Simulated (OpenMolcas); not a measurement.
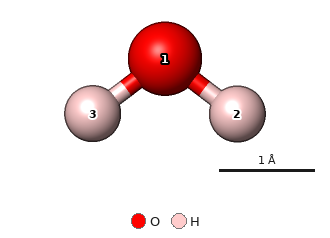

Fig. 1: The input geometry (ball-and-stick view, seen on its broad side; atoms are numbered from 1 in the order of the input). Bond lengths as drawn: H–O 0.96 Å.

**Run report: H$_{2}$O, single-point calculation**

The run: single-point calculation of H$_{2}$O, multiplicity 3. Method and program: B3LYP/aug-cc-pVTZ, UKS (OpenMolcas 26.06).

The geometry is that of the parent species in another charge or spin state. The geometry comes from this level: PBE0-D4/def2-TZVP.

### The program's output
```
--- Start Module: gateway ---

                                              &GATEWAY

                       available to each process: 1.9 GB of memory, 1 thread

 Basis Set     1 Label: O.AUG-CC-PVTZ
 Basis set is read from library:.
 basistype.tbl is not found

 Basis Set     2 Label: H.AUG-CC-PVTZ
 Basis set is read from library:.
 basistype.tbl is not found

++    Symmetry information:
      ---------------------

                    Character Table for C1

                             E
                    a        1  x, y, xy, Rz, z, xz, Ry, yz, Rx, I
--

++    Basis set information:
      ----------------------

      Basis set label: O.AUG-CC-PVTZ.........

      Electronic valence basis set:
      ------------------
      Associated Effective Charge   8.000000 au
      Associated Actual Charge      8.000000 au
      Nuclear Model: Point charge

      Shell  nPrim  nBasis  Cartesian Spherical Contaminant
         s      11       5        X
         p       6       4        X
         d       3       3                 X
         f       2       2                 X

      Basis set label: H.AUG-CC-PVTZ.........

      Electronic valence basis set:
      ------------------
      Associated Effective Charge   1.000000 au
      Associated Actual Charge      1.000000 au
      Nuclear Model: Point charge

      Shell  nPrim  nBasis  Cartesian Spherical Contaminant
         s       6       4        X
         p       3       3        X
         d       2       2                 X
--

++    Molecular structure info:
      -------------------------

                    ************************************************
                    **** Cartesian Coordinates / bohr, angstrom ****
                    ************************************************

     Center  Label                x              y              z                     x              y              z
        1      O1              -0.572020       0.378323      -0.265695             -0.302700       0.200200      -0.140600
        2      H2               0.881557       1.036326       0.595831              0.466500       0.548400       0.315300
        3      H3              -0.309537      -1.414649      -0.330135             -0.163800      -0.748600      -0.174700

                    ***************************************
                    *    InterNuclear Distances / bohr    *
                    ***************************************

               1 O1            2 H2            3 H3
    1 O1       0.000000
    2 H2       1.813307        0.000000
    3 H3       1.813229        2.878089        0.000000

                    *******************************************
                    *    InterNuclear Distances / angstrom    *
                    *******************************************

               1 O1            2 H2            3 H3
    1 O1       0.000000
    2 H2       0.959561        0.000000
    3 H3       0.959519        1.523019        0.000000

                    **************************************
                    *    Valence Bond Angles / degree    *
                    **************************************
                          Atom centers                 Phi
                      2 H2       1 O1       3 H3       105.05
                      1 O1       2 H2       3 H3        37.47
                      1 O1       3 H3       2 H2        37.48
--

            Nuclear Potential Energy              9.17130075 au

--- Stop Module: gateway /rc=_RC_ALL_IS_WELL_ ---

--- Start Module: seward ---

                                              &SEWARD

                       available to each process: 1.9 GB of memory, 1 thread

               SEWARD will generate:
                  Multipole Moment integrals up to order  2
                  Kinetic Energy integrals
                  Nuclear Attraction integrals (point charge)
                  One-Electron Hamiltonian integrals
                  Velocity integrals
                  Orbital angular momentum around ( -0.4760   0.3148  -0.2211 )
                  Velocity quadrupole around ( -0.4760   0.3148  -0.2211 )
                  Two-Electron Repulsion integrals

                   Integrals are discarded if absolute value <: 1.00E-14
                   Integral cutoff threshold is set to       <: 1.00E-16

            Nuclear Potential Energy              9.17130075 au

      Basis set specifications :
      Symmetry species         a
      Basis functions           92

--- Stop Module: seward /rc=_RC_ALL_IS_WELL_ ---
--- Module seward spent 2 seconds ---

--- Start Module: scf ---

                                                &SCF

                       available to each process: 1.9 GB of memory, 1 thread

++    Input section:
      --------------

      Header of the integral files:

      Cartesian coordinates in angstrom:
      -----------------------------------------------------
      No.  Label        X            Y            Z
      -----------------------------------------------------
       1   O1        -0.30270000   0.20020000  -0.14060000
       2   H2         0.46650000   0.54840000   0.31530000
       3   H3        -0.16380000  -0.74860000  -0.17470000
      -----------------------------------------------------
      Nuclear repulsion energy =    9.17130075
--

++    Orbital specifications:
      -----------------------

      Symmetry species               1
                                     a
      Frozen orbitals                0
      Start temperature = 0.500
      End temperature   = 0.010
      Temperature Factor= 0.460
      Deleted orbitals               0
      Total number of orbitals      92
      Number of basis functions     92
--

      Molecular charge                           0.000

      Numerical integration parameters
      --------------------------------
      Radial quadrature type:                         MHL
      Size of radial grid:                            99
      Lebedev angular grid:                           41
      Angular grid pruned with the crowding factor:  1.00E+10
                                 and fading factor:  1.00E+01
      Screening threshold for integral computation:   1.00E-11
      Radial quadrature accuracy:                     1.00E-25
      Maximum batch size:                             128
      AO values are stored on disk
      The same grid will be used for all iterations.

      DFT functional specifications
      -----------------------------
      Using Libxc version: 6.2.2
      Please cite the following reference:
      S. Lehtola, C. Steigemann, M. J.T. Oliveira, and M. A.L. Marques.,  SoftwareX 7, 1–5 (2018) doi:10.1016/j.softx.2017.11.002

      * B3LYP

++    Optimization specifications:
      ----------------------------

      SCF Algorithm: Conventional USCF
      D(i)-D(i-1) density differences are used
      Number of density matrices in core                 5
      Maximum number of NDDO SCF iterations            400
      Maximum number of HF SCF iterations              400
      Threshold for SCF energy change             1.00E-10
      Threshold for density matrix                1.00E-07
      Threshold for Fock matrix                   1.00E-07
      Threshold for linear dependence             1.00E-09
      Threshold at which DIIS is turned on        1.50E-01
      Maximum depth in the DIIS procedure                5
      Maximum depth in the BFGS Hessian update          30
      Threshold at which QNR/C2DIIS is turned on  7.50E-02
      Threshold for Norm(delta) (QNR/C2DIIS)      1.00E-05
      All orbitals punched on: UHFORB
--

      Input vectors read from INPORB
      Orbital file label: *Guess orbitals

++ Convergence information
                               UHF B3LYP      iterations: Energy and convergence statistics

Iter     Tot. B3LYP      One-elec.       Two-elec.     Energy      Max Dij or  Max Fij      DNorm      TNorm      AccCon     Time
         Energy          Energy          Energy        Change      Delta Norm                                                in Sec.
   1   -74.910033259  -126.886418516    42.805084504   0.00E+00    3.48E-01*   2.01E+00*    8.56E+00   7.41E+01   None         2.
   2   -74.477368048  -120.903115199    37.254446399   4.33E-01*   3.48E-01*   2.08E-13     6.59E+01   6.81E+01   EDIIS        2.
   3   -75.868568445  -128.271382857    43.231513659  -1.39E+00*   1.12E-01*   8.97E-02*    1.88E+01   7.36E+01   EDIIS        2.
   4   -76.062512392  -126.992912214    41.759099069  -1.94E-01*   1.35E-01*   9.40E-02*    1.50E+01   7.31E+01   EDIIS        2.
   5   -76.145313495  -129.596711590    44.280097344  -8.28E-02*   1.41E-01*   9.18E-02*    4.52E+00   7.47E+01   EDIIS        2.
   6   -76.155266271  -126.599237915    41.272670891  -9.95E-03*   4.70E-02*   6.37E-02*    1.70E+00   7.28E+01   EDIIS        2.

       Fermi aufbau procedure completed!
      nOcc(alpha)=    6
      nOcc(beta) =    4

   7   -76.203657668  -128.775264541    43.400306121  -4.84E-02*   6.51E-03*   1.21E-02*    7.14E-01   7.42E+01   c2DIIS       2.
   8   -76.206513855  -128.355632606    42.977817998  -2.86E-03*   8.89E-03*   1.05E-03*    7.92E-02   7.40E+01   QNRc2DIIS    2.
   9   -76.206520952  -128.354840147    42.977018443  -7.10E-06*   2.12E-03*   3.91E-04*    2.44E-02   7.40E+01   QNRc2DIIS    2.
  10   -76.206522502  -128.359439002    42.981615747  -1.55E-06*   9.17E-04*   1.27E-04*    5.30E-03   7.40E+01   QNRc2DIIS    2.
  11   -76.206522544  -128.355232193    42.977408897  -4.22E-08*   4.69E-04*   7.42E-05*    2.44E-03   7.40E+01   QNRc2DIIS    2.
  12   -76.206522609  -128.357052623    42.979229262  -6.46E-08*   2.09E-05*   1.55E-06*    1.08E-03   7.40E+01   QNRc2DIIS    2.
  13   -76.206522609  -128.357053565    42.979230204  -5.55E-11    2.12E-06    4.00E-07*    5.81E-05   7.40E+01   QNRc2DIIS    2.
  14   -76.206522609  -128.357053653    42.979230292  -9.38E-13    6.45E-07    7.44E-08     6.88E-06   7.40E+01   QNRc2DIIS    2.

       Convergence after  14 Iterations
--

 *****************************************************************************************************************************
 *                                             SCF/KS-DFT Program, Final results                                             *
 *                                                       Final Results                                                       *
 *****************************************************************************************************************************

::    Total KS-DFT energy                             -76.2065226088
      One-electron energy                            -128.3570536534
      Two-electron energy                              42.9792302923
      Nuclear repulsion energy                          9.1713007523
      Kinetic energy (interpolated)                    76.0939537303
      Virial theorem                                    1.0014793406
      Total spin, S(S+1)                                2.0019559771
      Total spin, S                                     1.0006518507
      Max non-diagonal density matrix element           0.0000002987
      Max non-diagonal Fock matrix element              0.0000000149

      All orbitals with orbital energies smaller than  E(LUMO)+0.5 are printed

++    Molecular orbitals:
      -------------------

      Title: UKS-DFT orbitals (alpha)

      Molecular orbitals for symmetry species 1: a

          Orbital            1         2         3         4         5         6         7         8         9        10
          Energy          -19.3922   -1.2504   -0.7237   -0.6019   -0.6014   -0.1297   -0.0291    0.0255    0.0343    0.0504
          Occ. No.          1.0000    1.0000    1.0000    1.0000    1.0000    1.0000    0.0000    0.0000    0.0000    0.0000

          Orbital           11        12        13        14        15        16        17        18        19        20
          Energy            0.0565    0.1018    0.1183    0.1390    0.1645    0.1651    0.2638    0.2658    0.2762    0.4016
          Occ. No.          0.0000    0.0000    0.0000    0.0000    0.0000    0.0000    0.0000    0.0000    0.0000    0.0000

          Orbital           21
          Energy            0.4371
          Occ. No.          0.0000

--

      All orbitals with orbital energies smaller than  E(LUMO)+0.5 are printed

++    Molecular orbitals:
      -------------------

      Title: UKS-DFT orbitals (beta)

      Molecular orbitals for symmetry species 1: a

          Orbital            1         2         3         4         5         6         7         8         9        10
          Energy          -19.3602   -1.1671   -0.6950   -0.5653   -0.3390   -0.0579   -0.0028    0.0406    0.0575    0.0665
          Occ. No.          1.0000    1.0000    1.0000    1.0000    0.0000    0.0000    0.0000    0.0000    0.0000    0.0000

          Orbital           11        12        13        14
          Energy            0.0801    0.1089    0.1367    0.1583
          Occ. No.          0.0000    0.0000    0.0000    0.0000

--

++    Molecular charges:
      ------------------

      Mulliken charges per centre and basis function type
      ---------------------------------------------------

                            O1                      H2                      H3
                     alpha        beta       alpha        beta       alpha        beta
      1s           2.1647      1.9306      0.6029      0.2968      0.6028      0.2969
      2px          0.8269      0.5708      0.0418      0.0108      0.0167      0.0104
      2pz          0.9106      0.1660      0.0237      0.0034      0.0146      0.0032
      2py          0.7079      0.6686      0.0116      0.0141      0.0457      0.0147
      3d2+         0.0020      0.0009      0.0034      0.0026      0.0034      0.0012
      3d1+         0.0018      0.0007      0.0029      0.0013      0.0002      0.0000
      3d0          0.0012      0.0003      0.0026      0.0001      0.0008      0.0005
      3d1-         0.0004      0.0000      0.0011      0.0005      0.0042      0.0008
      3d2-         0.0010      0.0005      0.0022      0.0010      0.0035      0.0030
      4f3+         0.0000     -0.0000      0.0000      0.0000      0.0000      0.0000
      4f2+        -0.0001      0.0000      0.0000      0.0000      0.0000      0.0000
      4f1+        -0.0000      0.0000      0.0000      0.0000      0.0000      0.0000
      4f0         -0.0001      0.0001      0.0000      0.0000      0.0000      0.0000
      4f1-        -0.0002      0.0001      0.0000      0.0000      0.0000      0.0000
      4f2-        -0.0001      0.0000      0.0000      0.0000      0.0000      0.0000
      4f3-        -0.0002     -0.0001      0.0000      0.0000      0.0000      0.0000
      Total        4.6159      3.3387      0.6921      0.3306      0.6920      0.3307
      Total              7.9546                  1.0227                  1.0227

      Charge            0.0454                 -0.0227                 -0.0227

      Total electronic charge=   10.000000

      Total            charge=   -0.000000
--

++    Molecular orbitals:
      -------------------

      Title: Natural orbitals

      Molecular orbitals for symmetry species 1: a

          Orbital            1         2         3         4         5         6         7         8         9        10
          Energy          -19.3656   -0.7092   -0.5989   -1.2024   -0.4647   -0.0915    1.2522    1.2601    1.9938    7.2896
          Occ. No.          2.0000    1.9999    1.9998    1.9993    1.0000    1.0000    0.0007    0.0002    0.0001    0.0000

          Orbital           11        12        13        14        15        16        17        18        19        20
          Energy           -0.0136    0.2386    0.0452    0.3055    0.0950    0.1289    0.1432    0.1487    0.2842    0.1742
          Occ. No.          0.0000    0.0000    0.0000    0.0000    0.0000    0.0000    0.0000    0.0000    0.0000    0.0000

          Orbital           21        22        23        24        25        26        27        28        29        30
          Energy            0.7477    0.2778    0.6941    0.4079    0.7325    1.1356    0.5034    0.5134    0.6561    0.6309
          Occ. No.          0.0000    0.0000    0.0000    0.0000    0.0000    0.0000    0.0000    0.0000    0.0000    0.0000

          Orbital           31        32        33        34        35        36        37        38        39        40
          Energy            1.2159    0.6853    1.0024    0.7326    1.5616    0.8291    1.7269    1.1899    4.0311    1.2596
          Occ. No.          0.0000    0.0000    0.0000    0.0000    0.0000    0.0000    0.0000    0.0000    0.0000    0.0000

          Orbital           41        42        43        44        45        46        47        48        49        50
          Energy            0.8408    2.5355    1.1271    5.1828    1.1487    1.1798    1.8433    1.4934    1.9070    3.5550
          Occ. No.          0.0000    0.0000    0.0000    0.0000    0.0000    0.0000    0.0000    0.0000    0.0000    0.0000

          Orbital           51        52        53        54        55        56        57        58        59        60
          Energy            2.2920    1.6587    2.2101    3.0717    4.2578    4.3662    5.8223    0.9907    2.2952    7.1224
          Occ. No.          0.0000    0.0000    0.0000    0.0000    0.0000    0.0000    0.0000    0.0000    0.0000    0.0000

          Orbital           61        62        63        64        65        66        67        68        69        70
          Energy            6.2957    4.6722    3.8348    2.9032    3.1687    3.4788    7.5348    6.4444    2.8776    6.5322
          Occ. No.          0.0000    0.0000    0.0000    0.0000    0.0000    0.0000    0.0000    0.0000    0.0000    0.0000

          Orbital           71        72        73        74        75        76        77        78        79        80
          Energy            4.8097    4.9669    3.8922    6.0501    3.9833    1.9044    2.0377    3.9730    2.4833    4.6786
          Occ. No.          0.0000    0.0000    0.0000    0.0000    0.0000    0.0000    0.0000    0.0000    0.0000    0.0000

          Orbital           81
          Energy            6.6611
          Occ. No.          0.0000

--

++    Molecular properties:
      ---------------------

      Charge (e):
                      =   -0.0000
      Dipole Moment (debye):
      Origin of the operator (angstrom)=   -0.2519    0.1666   -0.1170
                   X= -8.6993E-01               Y=  5.7501E-01               Z= -4.0411E-01           Total=  1.1184E+00
      Quadrupole Moment (debye*angstrom):
      Origin of the operator (angstrom)=   -0.2519    0.1666   -0.1170
                  XX= -1.2605E+01              XY=  3.3690E-01              XZ= -8.2756E-01              YY= -1.2712E+01
                  YZ= -1.4643E-02              ZZ= -1.1451E+01
      In traceless form (debye*angstrom)
                  XX= -5.2309E-01              XY=  5.0535E-01              XZ= -1.2413E+00              YY= -6.8404E-01
                  YZ= -2.1965E-02              ZZ=  1.2071E+00
--

--- Stop Module: scf /rc=_RC_ALL_IS_WELL_ ---
--- Module scf spent 25 seconds ---

.##################.
.# Happy landing! #.
.##################.

    Timing: Wall=27.95 User=25.12 System=2.81
```

This output came from the following input.

### The input
```
* H2O Kohn-Sham DFT

&GATEWAY
  BasLib=$CurrDir
  Coord=geom.xyz
  Basis=aug-cc-pVTZ
  Group=NoSym

&SEWARD
  GridInput
  Grid=UltraFine
  End of Grid

&SCF
  UHF
  Spin=3
  KSDFT=B3LYP
  Thresholds=1e-10 1e-07 1e-07 1e-05
  PrOrbitals=1 1
```

### File geom.xyz
```
3

O     -0.302700     0.200200    -0.140600
H      0.466500     0.548400     0.315300
H     -0.163800    -0.748600    -0.174700
```

Run as:
```bash
export MOLCAS_MEM=1860
pymolcas test.inp > test.log
```

### Summary

| quantity | value |
| --- | --- |
| outcome | converged |
| total energy | −76.206523 hartree |
| basis functions | 92 |
| ⟨S²⟩ | 2.002 |
| dipole moment | 1.12 debye |
| hardware | 1 thread of Arm Neoverse V1, 24 GiB of memory available, shared host |
| wall time | 28 s |
| peak memory | 0.51 GiB |
